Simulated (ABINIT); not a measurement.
# Quasiparticle gap of MgO (Periclase) in ABINIT

How does a plane-wave GW calculation on MgO (Periclase) run from the first input to the gap?

Program: ABINIT 10.8.3. Level of theory: PBE and many-body steps on it, plane waves. Results are calculated unless marked as measured.

The database entry behind the starting cell differs from later determinations by our own check (about 0.1 % long), so it need not match the best structure at ambient conditions.

**1. Set-up**

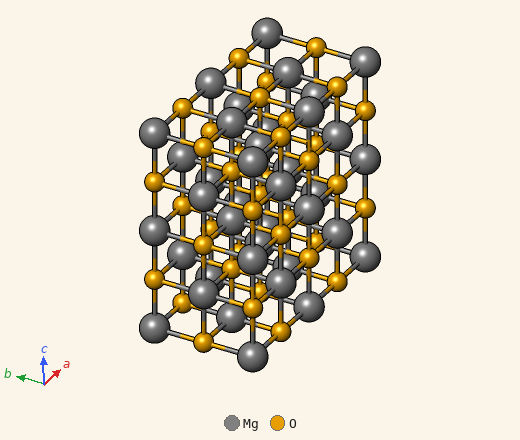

The starting structure, seen from a free direction (magnesium grey, oxygen orange). 2×1×2 cells are drawn. This picture shows the conventional cell, with its axes. Some periodic images of atoms are drawn too.

The cell and positions come from the Crystallography Open Database and are kept as given unless a step says otherwise.

**2. Ground state**

This step: ABINIT 10.8.3; DFT, PBE, plane waves, norm-conserving pseudopotentials.

The ground-state density comes first.

run.abi

```
acell 3*1.0 Angstrom
rprim 
  -0.000000000000 2.108500000000 2.108500000000
  2.108500000000 0.000000000000 2.108500000000
  2.108500000000 2.108500000000 0.000000000000
ntypat 2
znucl 12 8
natom 2
typat 1 2
xred 
  0.000000000000 0.000000000000 0.000000000000
  0.500000000000 0.500000000000 0.500000000000
pp_dirpath "pseudos"
pseudos "Mg.upf, O.upf"
ecut 38
ngkpt 8 8 8
nshiftk 1
shiftk 0 0 0
kptopt 1
chksymbreak 0
nband 13
occopt 1
tolvrs 1e-10
nstep 60
prtwf 0
optforces 0
optstress 0
indata_prefix "in"
outdata_prefix "out"
tmpdata_prefix "tmp"
```

Started as:

```console
$ OMP_NUM_THREADS=1 mpirun -n 8 abinit run.abi > log
```

Numbers of over 12 decimals in the logs are rounded to 6 here.

The log of the run:

```text
.Version 10.8.3 of ABINIT. v10.8.2 released Aug 2026.

 Symmetries : space group Fm -3 m (#225); Bravais cF (face-center cubic)
================================================================================
 Values of the parameters that define the memory need of the present run
     intxc =       0    ionmov =       0      iscf =       7    lmnmax =       5
     lnmax =       5     mgfft =      32  mpssoang =       3    mqgrid =    3001
     natom =       2  nloc_mem =       1    nspden =       1   nspinor =       1
    nsppol =       1      nsym =      48    n1xccc =    2501    ntypat =       2
    occopt =       1   xclevel =       2
-    mband =          13        mffmem =           1         mkmem =           4
       mpw =        1427          nfft =       32768          nkpt =          29
================================================================================
  Rough estimation (10% accuracy) of disk space for files :
================================================================================

--------------------------------------------------------------------------------
------------- Echo of variables that govern the present computation ------------
--------------------------------------------------------------------------------
 -outvars: echo values of preprocessed input variables --------
            acell      1.8897261259E+00  1.8897261259E+00  1.8897261259E+00 Bohr

      chksymbreak           0
             ecut      3.80000000E+01 Hartree
-          fftalg         312

              ixc     -101130
              kpt      0.00000000E+00  0.00000000E+00  0.00000000E+00
                       1.25000000E-01  0.00000000E+00  0.00000000E+00
                       2.50000000E-01  0.00000000E+00  0.00000000E+00
                       3.75000000E-01  0.00000000E+00  0.00000000E+00
                       5.00000000E-01  0.00000000E+00  0.00000000E+00
                       1.25000000E-01  1.25000000E-01  0.00000000E+00
                       2.50000000E-01  1.25000000E-01  0.00000000E+00
                       3.75000000E-01  1.25000000E-01  0.00000000E+00
                       5.00000000E-01  1.25000000E-01  0.00000000E+00
   [... 18 further rows ...]
                      -3.75000000E-01  5.00000000E-01  1.25000000E-01
                      -2.50000000E-01  5.00000000E-01  2.50000000E-01
         kptrlatt        8    0    0      0    8    0      0    0    8
          kptrlen      4.50793305E+01
P           mkmem           4
            natom           2
            nband          13
            ngfft          32      32      32
             nkpt          29
            nstep          60
             nsym          48
           ntypat           2
              occ      2.000000  2.000000  2.000000  2.000000  2.000000  2.000000
                       2.000000  2.000000  0.000000  0.000000  0.000000  0.000000
                       0.000000
        optforces           0
        optstress           0
            prtwf           0
            rprim     -0.0000000000E+00  2.1085000000E+00  2.1085000000E+00
[...]
spgroup         225

           tolvrs      1.00000000E-10

             xred      0.0000000000E+00  0.0000000000E+00  0.0000000000E+00
[...]
znucl       12.00000    8.00000

================================================================================

 chkinp: Checking input parameters for consistency.

================================================================================
== DATASET  1 ==================================================================
-   mpi_nproc: 8, omp_nthreads: 1 (-1 if OMP is not activated)

--- !DatasetInfo
iteration_state: {dtset: 1, }
dimensions: {natom: 2, nkpt: 29, mband: 13, nsppol: 1, nspinor: 1, nspden: 1, mpw: 1427, }
cutoff_energies: {ecut:  38.0, pawecutdg:  -1.0, }
electrons: {nelect:   1.60000000E+01, charge:   0.00000000E+00, occopt:   1.00000000E+00, tsmear:   1.00000000E-02, }

 Real(R)+Recip(G) space primitive vectors, cartesian coordinates (Bohr,Bohr^-1):
 R(1)=  0.0000000  3.9844875  3.9844875  G(1)= -0.1254867  0.1254867  0.1254867
 R(2)=  3.9844875  0.0000000  3.9844875  G(2)=  0.1254867 -0.1254867  0.1254867
 R(3)=  3.9844875  3.9844875  0.0000000  G(3)=  0.1254867  0.1254867 -0.1254867
 Unit cell volume ucvol=  1.2651657E+02 bohr^3
 Angles (23,13,12)=  6.00000000E+01  6.00000000E+01  6.00000000E+01 degrees

 getcut: wavevector=  0.0000  0.0000  0.0000  ngfft=  32  32  32
         ecut(hartree)=     38.000   => boxcut(ratio)=   2.04647

--- Pseudopotential description ------------------------------------------------
- Mg Generated using ONCVPSP code by D. R. Hamann
- 12.00000  10.00000  171031                  znucl, zion, pspdat
12 -101130 1 -1 1510                          pspcod,pspxc,lmax,lloc,mmax
     nproj     2     2     0
  pspatm : epsatm=    9.22893308
         --- l  ekb(1:nproj) -->
[...]
pspatm: atomic psp has been read  and splines computed

- O Generated using ONCVPSP code by D. R. Hamann
-  8.00000   6.00000  171031                  znucl, zion, pspdat
12 -101130 2 -1 936                           pspcod,pspxc,lmax,lloc,mmax
     nproj     2     2     1
  pspatm : epsatm=    6.19545534
         --- l  ekb(1:nproj) -->
[...]
1   -4.717130   -1.149271
             2   -1.331955
 pspatm: atomic psp has been read  and splines computed

   2.46790215E+02                                ecore*ucvol(ha*bohr**3)
--------------------------------------------------------------------------------

_setup2: Arith. and geom. avg. npw (full set) are    1416.447    1416.434

================================================================================

--- !BeginCycle
iteration_state: {dtset: 1, }
solver: {iscf: 7, nstep: 60, nline: 4, wfoptalg: 0, }
tolerances: {tolvrs: 1.00E-10, }

     iter   Etot(hartree)      deltaE(h)  residm     vres2
 ETOT  1  -75.933399356280    -7.593E+01 1.121E-01 3.838E+02
 ETOT  2  -75.939874550780    -6.475E-03 1.119E-02 3.657E+02
 ETOT  3  -76.050010251231    -1.101E-01 3.866E-03 3.208E+00
 ETOT  4  -76.050821314389    -8.111E-04 4.415E-04 8.288E-03
 ETOT  5  -76.050821890708    -5.763E-07 5.080E-04 3.051E-04
 ETOT  6  -76.050821976688    -8.598E-08 6.678E-04 1.605E-05
 ETOT  7  -76.050821979871    -3.183E-09 2.731E-04 1.242E-07
 ETOT  8  -76.050821979876    -5.315E-12 3.905E-04 6.254E-09
 ETOT  9  -76.050821979879    -3.396E-12 9.903E-05 9.597E-11

 At SCF step    9       vres2   =  9.60E-11 < tolvrs=  1.00E-10 =>converged.

--- !ResultsGS
iteration_state: {dtset: 1, }
comment   : Summary of ground state results
lattice_vectors:
- [ -0.0000000,   3.9844875,   3.9844875, ]
- [  3.9844875,   0.0000000,   3.9844875, ]
- [  3.9844875,   3.9844875,   0.0000000, ]
lattice_lengths: [   5.63492,    5.63492,    5.63492, ]
lattice_angles: [ 60.000,  60.000,  60.000, ] # degrees, (23, 13, 12)
lattice_volume:   1.2651657E+02
convergence: {deltae: -3.396E-12, res2:  9.597E-11, residm:  9.903E-05, diffor:  0.000E+00, }
etotal    :  -7.60508220E+01
entropy   :   0.00000000E+00
fermie    :   1.72472836E-01
cartesian_stress_tensor: null
pressure_GPa: null
xred      :
- [  0.0000E+00,   0.0000E+00,   0.0000E+00, Mg]
- [  5.0000E-01,   5.0000E-01,   5.0000E-01,  O]
cartesian_forces: null
force_length_stats: {min: null, max: null, mean: null, }

 Integrated electronic density in atomic spheres:
 ------------------------------------------------
 Atom  Sphere_radius  Integrated_density
    1        2.00000          8.38663429
    2        2.00000          6.29705207
================================================================================

 ----iterations are completed or convergence reached----

 Mean square residual over all n,k,spin=   26.270E-08; max=  99.028E-06
 reduced coordinates (array xred) for    2 atoms
       0.000000000000      0.000000000000      0.000000000000
       0.500000000000      0.500000000000      0.500000000000
 rms dE/dt=  0.0000E+00; max dE/dt=  0.0000E+00; dE/dt below (all hartree)
    1       0.000000000000      0.000000000000      0.000000000000
    2       0.000000000000      0.000000000000      0.000000000000

 cartesian coordinates (angstrom) at end:
    1      0.000000     0.000000     0.000000
    2      2.108500     2.108500     2.108500
 length scales=  1.889726125908  1.889726125908  1.889726125908 bohr
              =  1.000000000000  1.000000000000  1.000000000000 angstroms
 prteigrs : about to open file out_EIG
 Fermi (or HOMO) energy (hartree) =   0.17247   Average Vxc (hartree)=  -0.41837
 Eigenvalues (hartree) for nkpt=  29  k points:
 kpt#   1, nband= 13, wtk=  0.00195, kpt=  0.0000  0.0000  0.0000 (reduced coord)
  -2.48723   -1.26531   -1.26531   -1.26531   -0.45853    0.17247    0.17247    0.17247
   0.34641    0.75821    0.75821    0.75821    0.89645
 prteigrs : prtvol=0 or 1, do not print more k-points.

--- !EnergyTerms
iteration_state     : {dtset: 1, }
comment             : Components of total free energy in Hartree
kinetic             :  4.53125594046268E+01
hartree             :  2.07862698222356E+01
xc                  : -1.22460646359516E+01
Ewald energy        : -4.73278672197954E+01
psp_core            :  1.95065525596835E+00
local_psp           : -6.38204822685426E+01
non_local_psp       : -2.07058923384206E+01
total_energy        : -7.60508219798794E+01
total_energy_eV     : -2.06944829121884E+03
band_energy         : -1.27938181591723E+01

== END DATASET(S) ==============================================================
================================================================================

 -outvars: echo values of variables after computation  --------
           etotal     -7.6050821980E+01
            nband          13
             nkpt          29
          spgroup         225
 [... the other variables as echoed above ...]

 Calculation completed.
```

Elapsed: 4.8 s, on 8 MPI ranks of Arm Neoverse N1, shared host; peak memory 0.48 GiB; 37 s of CPU time.

This step gave:

- total energy: -2069.4483 eV
- gap: 4.733 eV
- k of the valence top: 0, 0, 0
- k of the conduction bottom: 0, 0, 0
- least direct gap: 4.733 eV

The gap is direct, at Γ.

**3. Bands along the symmetry lines**

The cheap functional maps the bands first; the places of the edges decide which points the dearer methods must see.

run.abi

```
acell 3*1.0 Angstrom
rprim 
  -0.000000000000 2.108500000000 2.108500000000
  2.108500000000 0.000000000000 2.108500000000
  2.108500000000 2.108500000000 0.000000000000
ntypat 2
znucl 12 8
natom 2
typat 1 2
xred 
  0.000000000000 0.000000000000 0.000000000000
  0.500000000000 0.500000000000 0.500000000000
pp_dirpath "pseudos"
pseudos "Mg.upf, O.upf"
ecut 38
iscf -2
irdden 1
kptopt 0
nkpt 50
kpt 
  0.00000000 0.00000000 0.00000000
  0.06250000 0.00000000 0.06250000
  0.12500000 0.00000000 0.12500000
  0.18750000 0.00000000 0.18750000
  0.25000000 0.00000000 0.25000000
  0.31250000 0.00000000 0.31250000
  0.37500000 0.00000000 0.37500000
  0.43750000 0.00000000 0.43750000
  0.50000000 0.00000000 0.50000000
  0.51562500 0.03125000 0.51562500
  0.53125000 0.06250000 0.53125000
  0.54687500 0.09375000 0.54687500
  0.56250000 0.12500000 0.56250000
  0.57812500 0.15625000 0.57812500
  0.59375000 0.18750000 0.59375000
  0.60937500 0.21875000 0.60937500
  0.62500000 0.25000000 0.62500000
  0.37500000 0.37500000 0.75000000
  0.32812500 0.32812500 0.65625000
  0.28125000 0.28125000 0.56250000
  0.23437500 0.23437500 0.46875000
  0.18750000 0.18750000 0.37500000
  0.14062500 0.14062500 0.28125000
  0.09375000 0.09375000 0.18750000
  0.04687500 0.04687500 0.09375000
  0.00000000 0.00000000 0.00000000
  0.06250000 0.06250000 0.06250000
  0.12500000 0.12500000 0.12500000
  0.18750000 0.18750000 0.18750000
  0.25000000 0.25000000 0.25000000
  0.31250000 0.31250000 0.31250000
  0.37500000 0.37500000 0.37500000
  0.43750000 0.43750000 0.43750000
  0.50000000 0.50000000 0.50000000
  0.50000000 0.46875000 0.53125000
  0.50000000 0.43750000 0.56250000
  0.50000000 0.40625000 0.59375000
  0.50000000 0.37500000 0.62500000
  0.50000000 0.34375000 0.65625000
  0.50000000 0.31250000 0.68750000
  0.50000000 0.28125000 0.71875000
  0.50000000 0.25000000 0.75000000
  0.50000000 0.21875000 0.71875000
  0.50000000 0.18750000 0.68750000
  0.50000000 0.15625000 0.65625000
  0.50000000 0.12500000 0.62500000
  0.50000000 0.09375000 0.59375000
  0.50000000 0.06250000 0.56250000
  0.50000000 0.03125000 0.53125000
  0.50000000 0.00000000 0.50000000
istwfk *1
nband 15
nbdbuf 2
tolwfr 1e-08
nstep 40
prtwf 0
prtvol 0
indata_prefix "in"
outdata_prefix "out"
tmpdata_prefix "tmp"
```

The log of the run:

```text
.Version 10.8.3 of ABINIT. v10.8.2 released Aug 2026.

 Symmetries : space group Fm -3 m (#225); Bravais cF (face-center cubic)
[... echo of the input left out ...]
== DATASET  1 ==================================================================
-   mpi_nproc: 8, omp_nthreads: 1 (-1 if OMP is not activated)

--- !DatasetInfo
iteration_state: {dtset: 1, }
dimensions: {natom: 2, nkpt: 50, mband: 15, nsppol: 1, nspinor: 1, nspden: 1, mpw: 1429, }
cutoff_energies: {ecut:  38.0, pawecutdg:  -1.0, }
electrons: {nelect:   1.60000000E+01, charge:   0.00000000E+00, occopt:   1.00000000E+00, tsmear:   1.00000000E-02, }

 Real(R)+Recip(G) space primitive vectors, cartesian coordinates (Bohr,Bohr^-1):
 R(1)=  0.0000000  3.9844875  3.9844875  G(1)= -0.1254867  0.1254867  0.1254867
 R(2)=  3.9844875  0.0000000  3.9844875  G(2)=  0.1254867 -0.1254867  0.1254867
 R(3)=  3.9844875  3.9844875  0.0000000  G(3)=  0.1254867  0.1254867 -0.1254867
 Unit cell volume ucvol=  1.2651657E+02 bohr^3
 Angles (23,13,12)=  6.00000000E+01  6.00000000E+01  6.00000000E+01 degrees

 getcut: wavevector=  0.0000  0.0000  0.0000  ngfft=  32  32  32
         ecut(hartree)=     38.000   => boxcut(ratio)=   2.04647

--- Pseudopotential description ------------------------------------------------
- Mg Generated using ONCVPSP code by D. R. Hamann
- 12.00000  10.00000  171031                  znucl, zion, pspdat
12 -101130 1 -1 1510                          pspcod,pspxc,lmax,lloc,mmax
     nproj     2     2     0
  pspatm : epsatm=    9.22893308
         --- l  ekb(1:nproj) -->
             0    2.250005   -0.808630
             1   -6.469357   -2.503313
 pspatm: atomic psp has been read  and splines computed

- O Generated using ONCVPSP code by D. R. Hamann
-  8.00000   6.00000  171031                  znucl, zion, pspdat
12 -101130 2 -1 936                           pspcod,pspxc,lmax,lloc,mmax
     nproj     2     2     1
  pspatm : epsatm=    6.19545534
         --- l  ekb(1:nproj) -->
             0    6.056735    0.824024
[...]
2   -1.331955
 pspatm: atomic psp has been read  and splines computed

--------------------------------------------------------------------------------

================================================================================
 prteigrs : about to open file out_EIG
 Non-SCF case, kpt    1 (  0.00000  0.00000  0.00000), residuals and eigenvalues=
  3.60E-09  2.55E-09  4.12E-09  5.08E-09  1.16E-09  2.24E-09  6.07E-09  9.24E-09
  6.01E-09  1.99E-09  1.74E-09  2.76E-09  8.02E-09  4.95E-08  3.37E-07
 -2.4872E+00 -1.2653E+00 -1.2653E+00 -1.2653E+00 -4.5853E-01  1.7247E-01
  1.7247E-01  1.7247E-01  3.4641E-01  7.5821E-01  7.5821E-01  7.5821E-01
[...]
Non-SCF case, kpt    2 (  0.06250  0.00000  0.06250), residuals and eigenvalues=
  2.74E-09  3.07E-09  2.71E-09  4.77E-09  4.33E-09  9.35E-09  1.48E-09  2.57E-09
[...]
3.39E-09  2.60E-09  2.56E-09  5.71E-09  3.88E-09  6.53E-09  8.09E-10  1.29E-09
  3.31E-10  3.45E-10  2.28E-09  3.59E-09  9.99E-09  4.76E-08  6.44E-07
[...]
Non-SCF case, kpt   49 (  0.50000  0.03125  0.53125), residuals and eigenvalues=
[...]
Non-SCF case, kpt   50 (  0.50000  0.00000  0.50000), residuals and eigenvalues=
[...]
-2.4868E+00 -1.2679E+00 -1.2663E+00 -1.2663E+00 -4.0228E-01  2.4594E-02
  1.2366E-01  1.2366E-01  5.1138E-01  5.3902E-01  6.5222E-01  8.6839E-01
[...]
--- !ResultsGS
iteration_state: {dtset: 1, }
comment   : Summary of ground state results
lattice_vectors:
- [ -0.0000000,   3.9844875,   3.9844875, ]
- [  3.9844875,   0.0000000,   3.9844875, ]
- [  3.9844875,   3.9844875,   0.0000000, ]
lattice_lengths: [   5.63492,    5.63492,    5.63492, ]
lattice_angles: [ 60.000,  60.000,  60.000, ] # degrees, (23, 13, 12)
lattice_volume:   1.2651657E+02
convergence: {deltae:  0.000E+00, res2:  0.000E+00, residm:  9.990E-09, diffor:  0.000E+00, }
etotal    :  -7.60508220E+01
entropy   :   0.00000000E+00
fermie    :   1.72472836E-01
cartesian_stress_tensor: null
pressure_GPa: null
xred      :
- [  0.0000E+00,   0.0000E+00,   0.0000E+00, Mg]
- [  5.0000E-01,   5.0000E-01,   5.0000E-01,  O]
cartesian_forces: null
force_length_stats: {min: null, max: null, mean: null, }

 Integrated electronic density in atomic spheres:
 ------------------------------------------------
 Atom  Sphere_radius  Integrated_density
[...]
================================================================================

 ----iterations are completed or convergence reached----

 Mean square residual over all n,k,spin=   36.121E-10; max=  99.904E-10
 reduced coordinates (array xred) for    2 atoms
       0.000000000000      0.000000000000      0.000000000000
       0.500000000000      0.500000000000      0.500000000000

 cartesian coordinates (angstrom) at end:
    1      0.000000     0.000000     0.000000
    2      2.108500     2.108500     2.108500
 length scales=  1.889726125908  1.889726125908  1.889726125908 bohr
              =  1.000000000000  1.000000000000  1.000000000000 angstroms
 prteigrs : about to open file out_EIG
 Eigenvalues (hartree) for nkpt=  50  k points:
 kpt#   1, nband= 15, wtk=  1.00000, kpt=  0.0000  0.0000  0.0000 (reduced coord)
[...]
kpt#   2, nband= 15, wtk=  1.00000, kpt=  0.0625  0.0000  0.0625 (reduced coord)
[...]
kpt#   3, nband= 15, wtk=  1.00000, kpt=  0.1250  0.0000  0.1250 (reduced coord)
[...]
kpt#  49, nband= 15, wtk=  1.00000, kpt=  0.5000  0.0313  0.5313 (reduced coord)
  -2.48682   -1.26791   -1.26635   -1.26633   -0.40219    0.02529    0.12225    0.12304
   0.51360    0.54123    0.65148    0.86365    0.86992    1.11245    1.17252
 kpt#  50, nband= 15, wtk=  1.00000, kpt=  0.5000  0.0000  0.5000 (reduced coord)
  -2.48682   -1.26793   -1.26634   -1.26634   -0.40228    0.02459    0.12366    0.12366
   0.51138    0.53902    0.65222    0.86839    0.86839    1.10940    1.17063

== END DATASET(S) ==============================================================
================================================================================

 -outvars: echo values of variables after computation  --------
            nband          15
             nkpt          50
          spgroup         225
 [... the other variables as echoed above ...]

 Calculation completed.
```

It took 4 s on 8 MPI ranks; peak memory 0.45 GiB; 32 s of CPU time.

Numbers from this step:

* gap: 4.733 eV
* k of the valence top: 0, 0, 0
* k of the conduction bottom: 0, 0, 0
* least direct gap: 4.733 eV

The gap is 4.733 eV, as in the run before at this level.

The electronic bands at the labelled points (eV, zero at the top of the highest filled band; v1 is the highest filled band, c1 the lowest empty one):

```tsv
point	v4	v3	v2	v1	c1	c2	c3	c4
Γ	-17.17	0.00	0.00	0.00	4.73	15.94	15.94	15.94
X	-15.64	-4.02	-1.33	-1.33	9.22	9.97	13.05	18.94
U	-15.61	-3.44	-2.67	-1.12	10.14	11.76	12.51	18.11
jump to K	-15.61	-3.44	-2.67	-1.12	10.14	11.76	12.51	18.11
Γ	-17.17	0.00	0.00	0.00	4.73	15.94	15.94	15.94
L	-15.86	-4.57	-0.63	-0.63	7.91	12.57	16.32	16.32
W	-15.58	-2.91	-2.91	-1.75	11.66	11.66	12.15	15.52
X	-15.64	-4.02	-1.33	-1.33	9.22	9.97	13.05	18.94
```

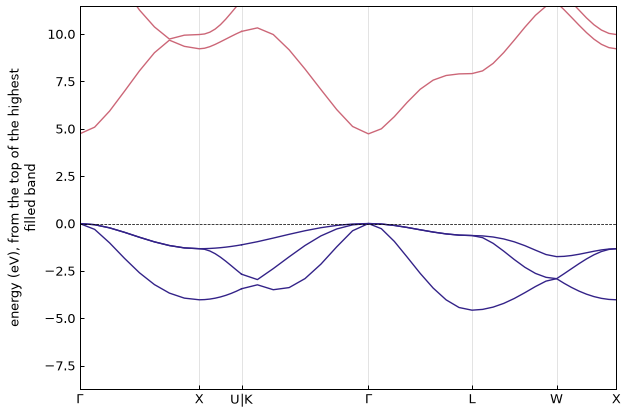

Electronic bands along the path; lines of filled and empty bands in two colours.

(Continued in part 2 of 2.)

[Paths, hosts, dates, memory and timing lines, banners, echoed tables and standing remarks are left out of the program output.]

[Logs are printed without paths, hosts, clocks, repeated set-up lines and the standing remarks that a program may print on its own settings, such as how far it seeks lower states.]

[Runs of the session that timed out or met a known fault of the program may be left out.]

[Hosts, paths, dates, database ids (printed as entryN), source tags and the programs' standing remarks are cut or masked in the printed files.]

[G0W0 gaps are taken among the corrected bands and points alone; a level outside them can change the order at an edge.]

[Where Ansatz stands beside ABINIT at settings called matched, ABINIT's density can come from a denser mesh and the files from another edition; pairs whose starting gaps differed by over 0.03 eV were left out, so agreement reads better than it is.]
